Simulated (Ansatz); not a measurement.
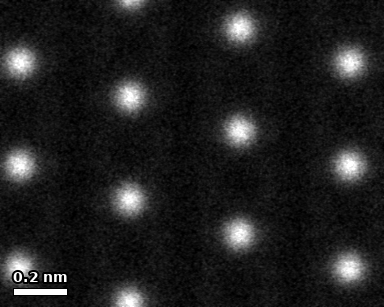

Dark-field STEM-like image of BeHgF₆ (R-3, No. 148) along [100]. Simulation: incoherent imaging, intensity Z^1.7 per atom, probe width 0.80 Å, thin sample. The probe carries 25 % of its weight in a tail 2.5 times as wide. The display is stretched by a gamma of 0.8; percentages refer to the linear signal. Shot noise and a slight drift were added. Structure: the geometry relaxed (final pressure about 20 GPa) with Ansatz 0.2.0, DFT, PAW plane waves, r2scan; the starting structure was generated, so it need not be a known form of this composition.

### What can be read from this image?

The columns repeat on an oblique net of 3.89 × 4.35 Å with an angle of 107° (plane group p2). The brightest columns hold 1 Hg per repeat. The F and Be columns make no clear peak of their own: they are too faint or too near a brighter column. The shortest distance between visible columns is 3.89 Å in projection (between Hg columns). Along the beam the structure repeats every 4.49 Å.

| column | atoms along the beam per repeat | peak brightness |
| --- | --- | --- |
| Hg | 1 Hg | 100 % |
| F | 1 F | 5 % |
| Be | 1 Be | <5 % |
